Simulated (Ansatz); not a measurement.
Fields on a plane of SrTiO3 (cubic perovskite)

```
SrTiO3
1.0
    3.89108     0.00000     0.00000
    0.00000     3.89108     0.00000
    0.00000     0.00000     3.89108
Sr Ti O
1 1 3
Direct
  0.00000   0.00000   0.00000
  0.50000   0.50000   0.50000
  0.00000   0.50000   0.50000
  0.50000   0.50000   0.00000
  0.50000   0.00000   0.50000
```

The slice is a {210} plane (indices of the conventional cell) through the point (0.500, 0.500, 0.000) (fractional), spanned by u = [100] and v = [021] in vectors of this cell: u (3.89 Å) and v (8.70 Å, at 90° to u). It covers one period; positions are fractions (u, v).

Atoms on it: Ti at (0.00, 0.50); O at (0.50, 0.50); O at (0.00, 0.00). Other atoms lie within 1 Å of the plane.

Method: PBEsol (plane waves to 420 eV, PAW, scalar-relativistic; Ansatz, a quantum-chemistry and plane-wave program). k mesh 9×9×9. Inside the PAW spheres the values are not all-electron values, and peaks at nuclei hang on which shells count as valence. SrTiO3 is run without spin polarisation. SrTiO3 was relaxed with its symmetry unable to fall.

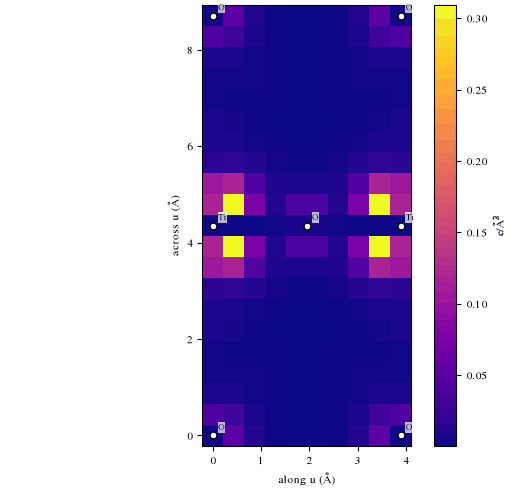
Density of the lowest conduction band (whole band as if filled, smooth part) in e/Å³, one period of the plane, atoms marked. 

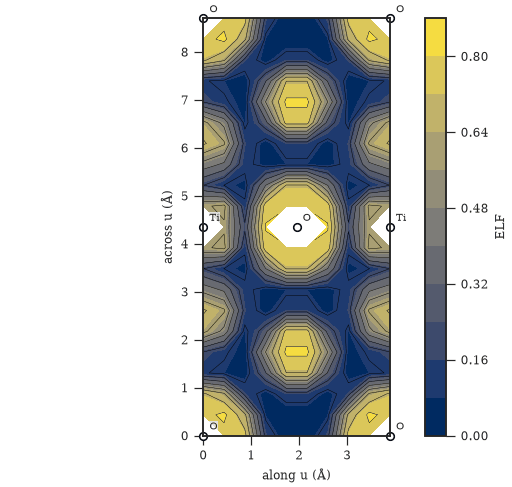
*Electron localisation function (ELF), one period of the plane, atoms marked. Points within 0.4 Å of a nucleus are left white, as the pseudised field means little there.*

Element round which the density of the highest valence band (whole band, smooth part) is largest on this plane: O. Element round which the density of the lowest conduction band (whole band as if filled, smooth part) is largest on this plane: Ti.
